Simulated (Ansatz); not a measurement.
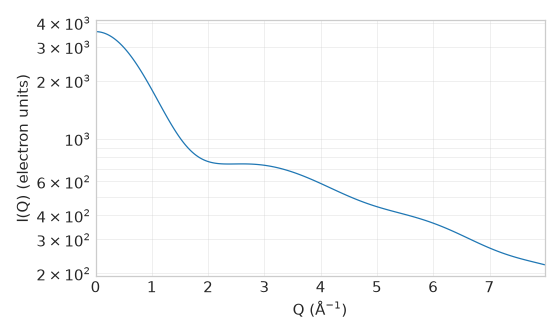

Elastic X-ray scattering of a randomly oriented, rigid molecule, calculated with the Debye equation from neutral-atom form factors (independent atoms, no Compton part, no vibration). The geometry is the end point of an optimisation (Ansatz 0.2.0, RKS PBE0-D4/def2-SVP); it may be a saddle point or a higher isomer. It contains O, As, Si, H.

Q: How many electrons does the independent-atom model of the molecule hold?

A: I(0) is the square of the electron number: I(0) = 3600, so about 60 electrons, the count of AsH5OSi.

Q: What radius of gyration does the initial fall-off give?

A: From I(Q) ≈ I(0) exp(−Q²R²/3) at small Q, R ≈ 1.52 Å. It is larger than the electron-weighted radius of the nuclear positions alone (1.37 Å), because each atom's electron cloud adds to it.
